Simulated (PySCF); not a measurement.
# C₄HF₅: NMR shifts and electronic excitations in gas and solvents

Aim: compute the NMR shifts and electronic excitations of C₄HF₅ (`C#CC(F)(F)C(F)(F)F`), and see what a dielectric continuum does where one was used.

Programs: PySCF 2.14.0, with density-fitted response routines of our own. Each step states its level of theory. These are calculated values for one molecule, in the gas phase or a continuum, unless marked as measured. Atoms are numbered from 0 throughout.

### Step 1. Starting geometry

10 atoms, charge 0, multiplicity 1; geometry from: GFN2-xTB. The atoms were then displaced at random by about 0.01 Å, so the start is not that level's minimum.

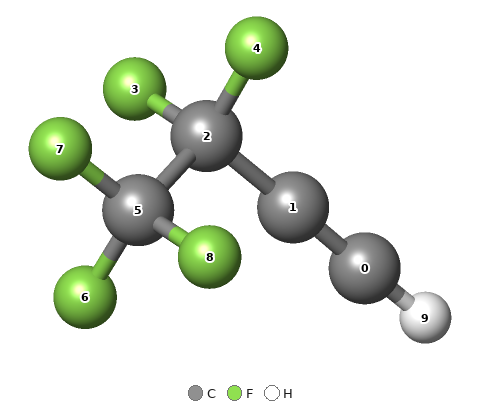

As it starts; carbon grey, fluorine green, hydrogen white, atoms numbered; sticks join atoms by distance.

### Step 2. Geometry optimisation at PBE0-D3(BJ)/def2-SVP

What the job is given:

```
{"job": {"xc": "PBE0", "basis": "def2-SVP", "d3": "d3bj", "grid": 1, "shake": 0.01, "kind": "geom"}, "charge": 0, "multiplicity": 1}
C      2.320080    -0.240810     0.071050
C      1.174830     0.182440    -0.062360
C     -0.201480     0.668070    -0.227800
F     -0.397530     1.068010    -1.494420
F     -0.435900     1.735460     0.559790
C     -1.202920    -0.448370     0.144050
F     -1.016850    -1.518460    -0.640970
F     -2.441540    -0.043220     0.011520
F     -1.026560    -0.849060     1.426420
H      3.278290    -0.574990     0.191660
```

On the command line:

```sh
> OMP_NUM_THREADS=1 python probes_run.py task.json out
```

One launch serves the whole session: the jobs run in the order shown.

What it wrote:

```text
step   0  E = -651.01943291  max force = 0.086879
step   1  E = -651.02410538  max force = 0.006208
step   2  E = -651.02439459  max force = 0.003575
step   3  E = -651.02456019  max force = 0.002887
step   4  E = -651.02464235  max force = 0.002018
step   5  E = -651.02468257  max force = 0.000959
step   6  E = -651.02469469  max force = 0.001059
step   7  E = -651.02470522  max force = 0.001890
step   8  E = -651.02472248  max force = 0.002594
step   9  E = -651.02476653  max force = 0.001957
step  10  E = -651.02479219  max force = 0.000612
step  11  E = -651.02479438  max force = 0.000297
optimisation converged
```

Wall time 2.4 min (1 thread of Intel Xeon Platinum 8175M at 2.50GHz, shared host); peak memory 0.52 GiB.

The steps of the relaxation:

| step | energy from step 0 (eV) | largest force component (eV/Å) |
| --- | --- | --- |
| 0 | 0.0000 | 4.4675 |
| 1 | -0.1271 | 0.3192 |
| 2 | -0.1350 | 0.1838 |
| 3 | -0.1395 | 0.1485 |
| 4 | -0.1418 | 0.1038 |
| 5 | -0.1429 | 0.0493 |
| 6 | -0.1432 | 0.0545 |
| 7 | -0.1435 | 0.0972 |
| 8 | -0.1439 | 0.1334 |
| 9 | -0.1451 | 0.1006 |
| 10 | -0.1458 | 0.0315 |
| 11 | -0.1459 | 0.0153 |

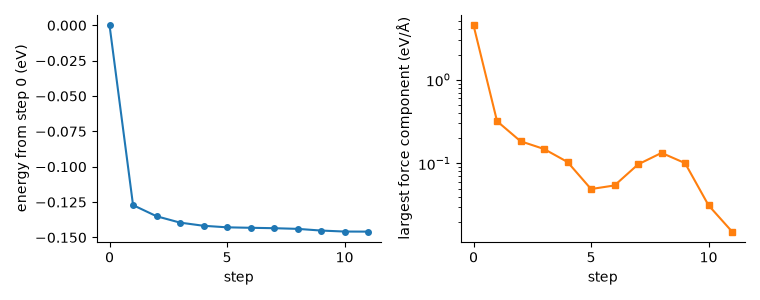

Energy and largest force along the relaxation.

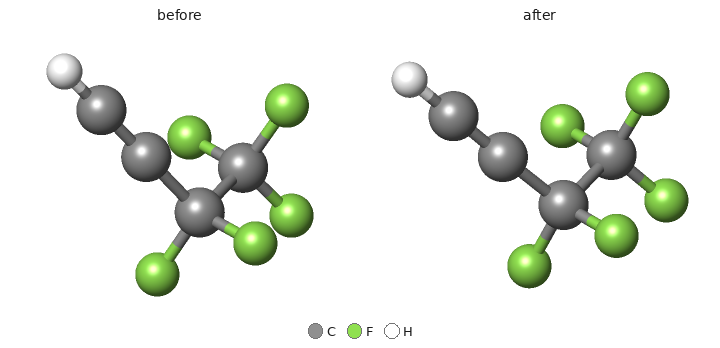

Before and after, at one scale.

Close pairs (by a distance rule), those that changed most:

| bond | before (Å) | after (Å) | change (Å) |
| --- | --- | --- | --- |
| C0–H9 | 1.022 | 1.075 | +0.054 |
| C5–F8 | 1.355 | 1.325 | -0.030 |
| C0–C1 | 1.228 | 1.207 | -0.021 |
| C5–F6 | 1.340 | 1.326 | -0.014 |
| C5–F7 | 1.310 | 1.323 | +0.013 |
| C1–C2 | 1.469 | 1.464 | -0.005 |
| C2–F4 | 1.347 | 1.345 | -0.002 |
| C2–F3 | 1.343 | 1.345 | +0.002 |

The end geometry stands in the next job.

| at the end point | value |
| --- | --- |
| point group (found at 0.08 Å tolerance) | Cs |
| rotational constants (GHz, main isotopes) | 2.246, 1.516, 1.330 |
| dipole moment (D) | 2.28 |

### Step 3. Nuclear shieldings: PBE0/pcSseg-1 in benzene

What the job is given:

```
{"job": {"kind": "nmr", "xc": "PBE0", "basis": "pcSseg-1", "solvent": "benzene", "pop": true}, "charge": 0, "multiplicity": 1}
C      2.321188    -0.160451    -0.195239
C      1.172020     0.208111    -0.214886
C     -0.229081     0.630973    -0.220150
F     -0.632058     0.942586    -1.464701
F     -0.403680     1.714303     0.557242
C     -1.173987    -0.474370     0.307746
F     -1.092336    -1.548623    -0.464962
F     -2.422303    -0.037040     0.306934
F     -0.834867    -0.808025     1.544908
H      3.345359    -0.488205    -0.178210
```

With the program's defaults for keys left out, this is: GIAO PBE0/pcSseg-1 NMR shielding, non-relativistic, IEF-PCM benzene.

What it wrote:

```text
coarse grid: 10400 points
cycle   1  E = -651.1603160935  dE =  1.668e+00  |g| = 1.135e+00  |ddm| = 3.203e+00
cycle   2  E = -650.8709531353  dE =  2.894e-01  |g| = 1.799e+00  |ddm| = 1.630e+00
cycle   3  E = -651.3708135978  dE = -4.999e-01  |g| = 1.719e-01  |ddm| = 1.012e+00
cycle   4  E = -651.3742633958  dE = -3.450e-03  |g| = 1.248e-01  |ddm| = 1.840e-01
cycle   5  E = -651.3779732635  dE = -3.710e-03  |g| = 1.861e-02  |ddm| = 8.173e-02
cycle   6  E = -651.3780431660  dE = -6.990e-05  |g| = 3.652e-03  |ddm| = 1.736e-02
cycle   7  E = -651.3780459205  dE = -2.755e-06  |g| = 1.030e-03  |ddm| = 3.501e-03
final grid: 108224 points
cycle   8  E = -651.4645575171  dE = -5.065e-05  |g| = 6.247e-03  |ddm| = 3.633e-02
cycle   9  E = -651.4645521254  dE =  5.392e-06  |g| = 8.998e-03  |ddm| = 1.005e-02
cycle  10  E = -651.4645645615  dE = -1.244e-05  |g| = 5.705e-04  |ddm| = 5.177e-03
cycle  11  E = -651.4645645959  dE = -3.442e-08  |g| = 4.143e-04  |ddm| = 7.233e-04
cycle  12  E = -651.4645646312  dE = -3.528e-08  |g| = 1.664e-04  |ddm| = 3.433e-04
cycle  13  E = -651.4645646378  dE = -6.658e-09  |g| = 1.572e-05  |ddm| = 1.235e-04
cycle  14  E = -651.4645646379  dE = -4.502e-11  |g| = 6.242e-06  |ddm| = 1.636e-05
converged SCF energy = -651.4645646379

GIAO shielding tensors (ppm)
atom      isotropic    diamagn.    paramagn.     s11        s22        s33       span
  0 C       95.282     255.231    -159.949     19.857     26.646    239.342    219.485
  1 C      110.309     265.999    -155.690     14.349     18.574    298.005    283.656
  2 C       76.761     233.844    -157.083     62.310     80.240     87.732     25.422
  3 F      298.060     470.878    -172.817    190.614    347.101    356.467    165.853
  4 F      297.569     470.933    -173.364    190.544    346.056    356.107    165.563
  5 C       60.802     242.925    -182.123     50.813     63.804     67.789     16.976
  6 F      271.570     472.165    -200.595    199.633    271.115    343.962    144.329
  7 F      281.536     469.732    -188.195    208.658    279.298    356.653    147.995
  8 F      271.427     472.238    -200.811    199.653    270.957    343.671    144.018
  9 H       28.145      31.470      -3.325     23.293     23.430     37.714     14.422
```

Wall time 28 s (1 thread of Intel Xeon Platinum 8175M at 2.50GHz, shared host); peak memory 0.82 GiB.

Shifts follow as δ = σ(reference) − σ, with reference shieldings (ppm) from runs at the same level and on the same kind of geometry: 1H TMS 31.25, 13C TMS 184.9, 19F CFCl3 178.7. The references are single molecules in the same continuum, so shifts against H2O, NH3, PH3, H3PO4 or CFCl3 are not on the usual liquid scales and can be off by tens of ppm. Atoms listed in one row are averaged.

| atoms | environment | σ (ppm) | δ (ppm) |
| --- | --- | --- | --- |
| C5 | CF3 carbon | 60.8 | 124.1 |
| C2 | propargylic fully substituted sp3 carbon bonded to 2 F | 76.8 | 108.1 |
| C0 | terminal alkyne carbon | 95.3 | 89.6 |
| C1 | alkyne carbon | 110.3 | 74.6 |
| H9 | hydrogen on a terminal alkyne carbon | 28.15 | 3.11 |
| F6, F7, F8 | fluorine of a CF3 group | 274.8 | -96.1 |
| F3, F4 | fluorine of a CF2 group | 297.8 | -119.1 |

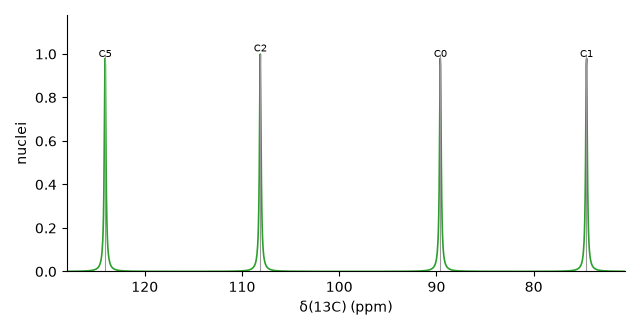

13C lines at the computed shifts, without couplings. Lines are broadened to a width of 0.20 ppm (Lorentzian).

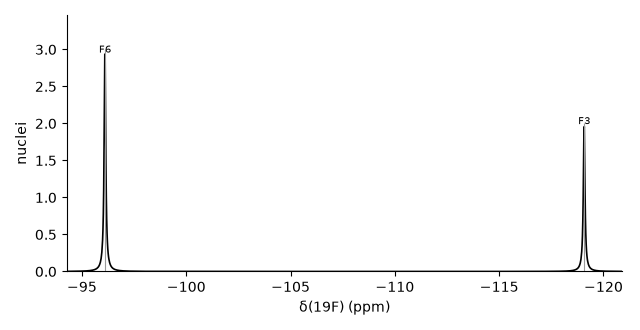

19F lines at the computed shifts, without couplings. Lines are broadened to a width of 0.09 ppm (Lorentzian).

The run also stored atomic charges by several schemes (e):

| atoms | Mulliken | IAO | Hirshfeld | ESP fit |
| --- | --- | --- | --- | --- |
| C0 | -0.23 | -0.13 | -0.04 | -0.35 |
| C1 | 0.18 | -0.09 | -0.08 | 0.03 |
| C2 | 0.42 | 0.53 | 0.17 | 0.19 |
| F3, F4 | -0.27 | -0.27 | -0.08 | -0.12 |
| C5 | 0.81 | 0.80 | 0.24 | 0.41 |
| F6, F7, F8 | -0.25 | -0.26 | -0.08 | -0.13 |

Mulliken charges:

| atom | value (e) |
| --- | --- |
| C0 | -0.23 |
| C1 | 0.18 |
| C2 | 0.42 |
| F3 | -0.27 |
| F4 | -0.27 |
| C5 | 0.81 |
| F6 | -0.25 |
| F7 | -0.25 |
| F8 | -0.25 |
| H9 | 0.11 |

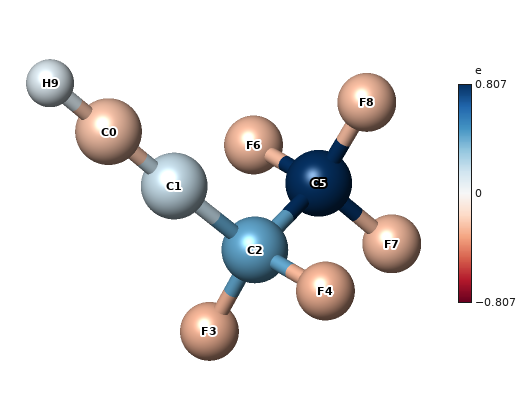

Mulliken charges, as colours on the atoms.

Mayer bond orders: C0–C1 2.52, C1–C2 0.86, C2–F3 0.95, C2–F4 0.95, C2–C5 0.98, C5–F6 1.03, C5–F7 1.02, C5–F8 1.03.

### Step 4. Nuclear shieldings: PBE0/pcSseg-1 in tetrahydrofuran

Same as in step 3 but for these lines:

```diff
@@ -1,2 +1,2 @@
-{"job": {"kind": "nmr", "xc": "PBE0", "basis": "pcSseg-1", "solvent": "benzene", "pop": true}, "charge": 0, "multiplicity": 1}
+{"job": {"kind": "nmr", "xc": "PBE0", "basis": "pcSseg-1", "solvent": "tetrahydrofuran", "pop": false}, "charge": 0, "multiplicity": 1}
 C      2.321188    -0.160451    -0.195239
```

With the program's defaults for keys left out, this is: GIAO PBE0/pcSseg-1 NMR shielding, non-relativistic, IEF-PCM tetrahydrofuran.

What it wrote:

```text
coarse grid: 10400 points
cycle   1  E = -651.1630342897  dE =  1.665e+00  |g| = 1.131e+00  |ddm| = 3.202e+00
cycle   2  E = -650.8795327671  dE =  2.835e-01  |g| = 1.785e+00  |ddm| = 1.611e+00
cycle   3  E = -651.3736527582  dE = -4.941e-01  |g| = 1.593e-01  |ddm| = 9.931e-01
cycle   4  E = -651.3764464565  dE = -2.794e-03  |g| = 1.180e-01  |ddm| = 1.703e-01
cycle   5  E = -651.3797472412  dE = -3.301e-03  |g| = 1.772e-02  |ddm| = 7.738e-02
cycle   6  E = -651.3798101459  dE = -6.290e-05  |g| = 3.346e-03  |ddm| = 1.596e-02
cycle   7  E = -651.3798124917  dE = -2.346e-06  |g| = 8.860e-04  |ddm| = 3.255e-03
final grid: 108224 points
cycle   8  E = -651.4663176174  dE = -5.080e-05  |g| = 6.195e-03  |ddm| = 3.686e-02
cycle   9  E = -651.4663125589  dE =  5.058e-06  |g| = 8.850e-03  |ddm| = 9.783e-03
cycle  10  E = -651.4663245708  dE = -1.201e-05  |g| = 5.442e-04  |ddm| = 4.989e-03
cycle  11  E = -651.4663246099  dE = -3.913e-08  |g| = 3.540e-04  |ddm| = 6.944e-04
cycle  12  E = -651.4663246338  dE = -2.383e-08  |g| = 1.656e-04  |ddm| = 3.076e-04
cycle  13  E = -651.4663246404  dE = -6.582e-09  |g| = 1.495e-05  |ddm| = 1.181e-04
cycle  14  E = -651.4663246404  dE = -4.843e-11  |g| = 5.424e-06  |ddm| = 1.540e-05
converged SCF energy = -651.4663246404

GIAO shielding tensors (ppm)
atom      isotropic    diamagn.    paramagn.     s11        s22        s33       span
  0 C       93.509     254.441    -160.932     17.315     24.112    239.102    221.787
  1 C      111.032     266.305    -155.273     15.398     19.808    297.892    282.495
  2 C       76.713     233.789    -157.076     62.502     80.107     87.532     25.030
  3 F      298.547     470.958    -172.412    191.319    347.334    356.987    165.668
  4 F      298.054     471.014    -172.960    191.250    346.286    356.625    165.375
  5 C       60.803     242.898    -182.094     50.896     63.807     67.707     16.811
  6 F      271.798     472.180    -200.381    199.803    271.346    344.247    144.445
  7 F      282.139     469.783    -187.644    209.115    280.235    357.067    147.951
  8 F      271.636     472.252    -200.616    199.804    271.164    343.940    144.137
  9 H       27.869      31.246      -3.377     22.972     23.102     37.533     14.561
```

It took 31 s on 1 thread of Intel Xeon Platinum 8175M at 2.50GHz, shared host; peak memory 0.83 GiB.

Key values: δ C5 124.5, C2 108.6, C0 91.8, C1 74.3, H9 3.38 ppm.

[end of part 1 of 2]
